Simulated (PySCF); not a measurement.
H3F2GaO2, singlet at its B3LYP/def2-SVP optimised geometry (Å):

```
8

Ga    -0.6542    -0.0535     0.0000
F     -1.5057    -1.4620    -0.6400
F     -1.5400     1.4620     0.0000
O      1.1401    -0.0535     0.0000
H      1.5400     0.7712    -0.3026
O     -0.7198    -0.8701     1.9092
H      0.2196    -1.0163     2.1195
H     -1.1241    -1.7483     1.8005
```

Calculation: B3LYP/def2-TZVP in PySCF 2.14.0. Cells within 0.4 Å of a nucleus heavier than hydrogen are left out (blank, or x).

Map of the electron localisation function on the plane z = 0.0 Å:

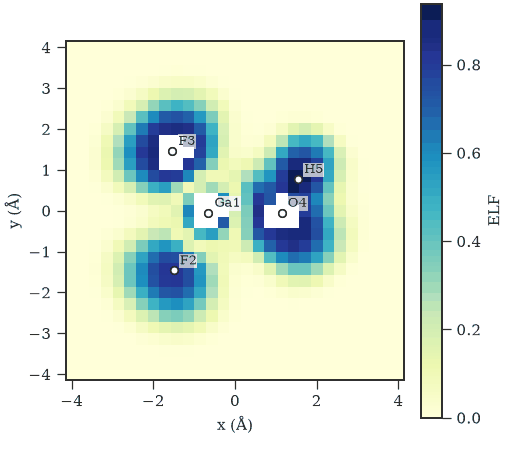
Figure. Electron localisation function on the plane z = 0.0 Å.
